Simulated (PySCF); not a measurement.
# C2H4, triplet, SMILES `[CH2][CH2]`: electronic structure

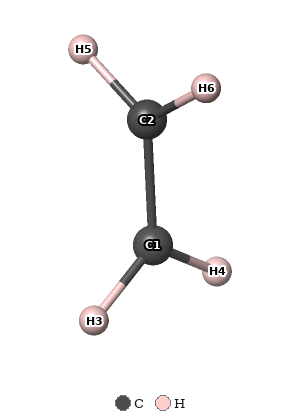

The molecule, with its atoms numbered as below. No frequency check shows the geometry to be a minimum.

Cartesian coordinates (Å):

```
C1       0.7087   -0.0000    0.0000
C2      -0.7087    0.0000    0.0000
H3       1.2810   -0.6479   -0.6479
H4       1.2810    0.6480    0.6478
H5      -1.2810    0.6479   -0.6479
H6      -1.2810   -0.6480    0.6478
```

Part 1: Bonding charge

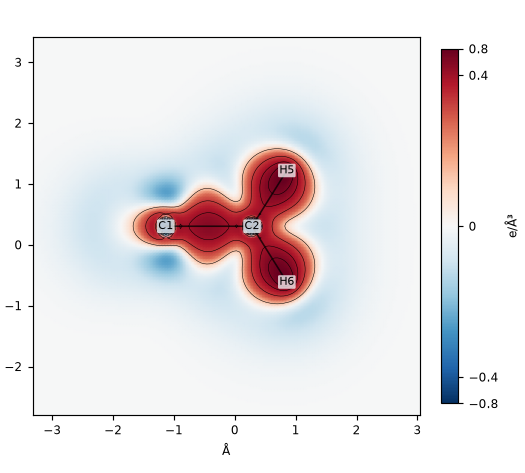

Deformation density (molecule less spherical, spin-averaged free atoms) in the plane of C1, C2, H5 and H6; colour scale in e/Å³, logarithmic beyond ±0.1; red: gain, blue: loss.

Method: BP86/aug-cc-pVDZ; geometry: GFN2-xTB; program: PySCF. The stability of the open-shell solution wasn't checked. GFN2-xTB doesn't know the spin state, so this open-shell geometry is rough.

**Describe the bonding that the map shows.**

C2–H5 and C2–H6: +0.65 e/Å³ at the bond critical point (bond length 1.08 Å). C1–C2: +0.53 e/Å³ at the bond critical point (bond length 1.42 Å). In all, 1.1 electrons gather in the regions of gain relative to the promolecule.

**Where do the Hirshfeld charges lie?**

The highest Hirshfeld charge is on H3, H4, H5 and H6 (+0.04 e), the lowest on C1 and C2 (−0.08 e).

Part 2: Bond critical points

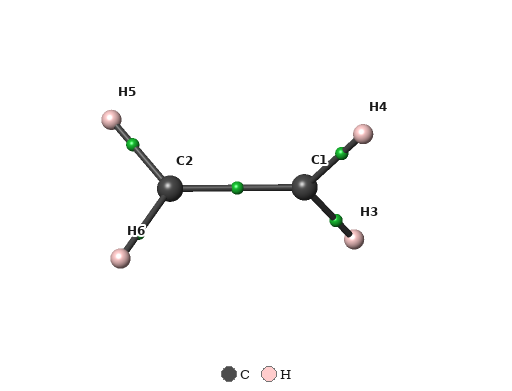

Molecular graph of the electron density (QTAIM): bond paths, bond critical points (green), ring points (magenta, if any); weak paths are dashed.

**How many critical points of each kind are there, and does the count close?**

6 nuclei, 5 bond, 0 ring and 0 cage critical points: 6 − 5 + 0 − 0 = 1, as the Poincaré–Hopf relation requires.

**What does the calculation give at each kind of bond critical point?**

```tsv
bond	length (Å)	ρ (a.u.)	∇²ρ (a.u.)	ε	H (a.u.)
C1–C2	1.417	0.288	−0.67	0.00	−0.255
C1–H3 (4 alike)	1.080	0.275	−0.99	0.03	−0.295
```

**What kind of interaction is C1–C2?**

Shared-shell (covalent): ρ = 0.288, ∇²ρ = −0.67, H = −0.255 a.u.

Part 3: Local ionisation energy

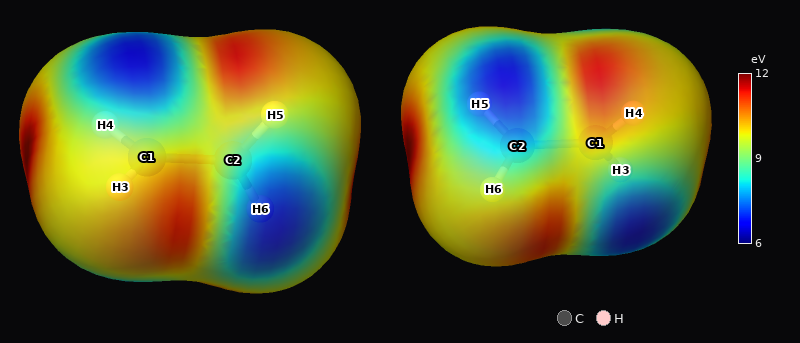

Average local ionisation energy on the surface of electron density 0.001 a.u. (back view left, front view right).

**Locate the minima of the map.**

The lowest value is 6.8 eV, over C1, off the plane of its three bonds (2.1 Å), and at like points elsewhere. For comparison, the highest occupied orbital lies at −4.9 eV.

Part 4: Spin density

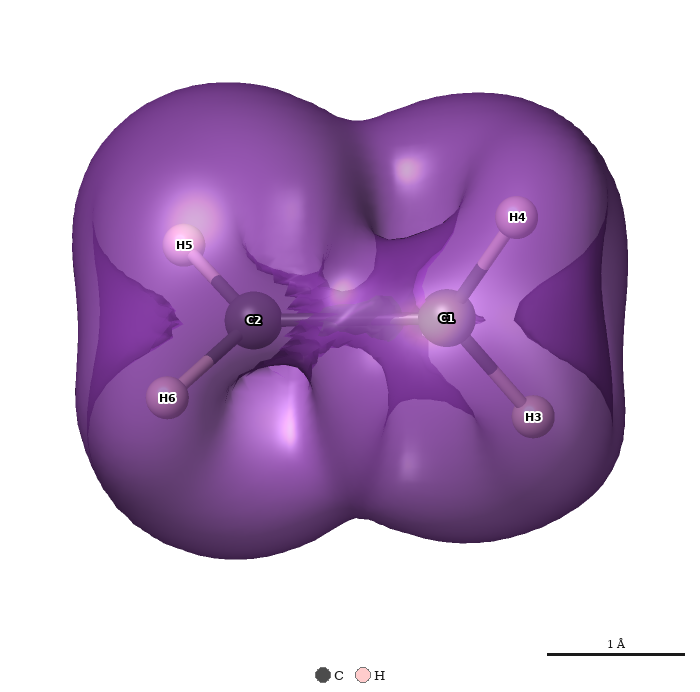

Spin density ρα − ρβ at ±0.01 e/Å³ (purple: excess α, green: excess β).

**How is the spin shared among the atoms?**

Hirshfeld spin populations: C1 and C2 +0.79 and H3, H4, H5 and H6 +0.10. ⟨S²⟩ = 2.00, as for a pure state.

The PySCF run shown took 9.5 s on 1 thread of Intel(R) Xeon(R) Processor @ 2.70GHz, with other jobs on the host.
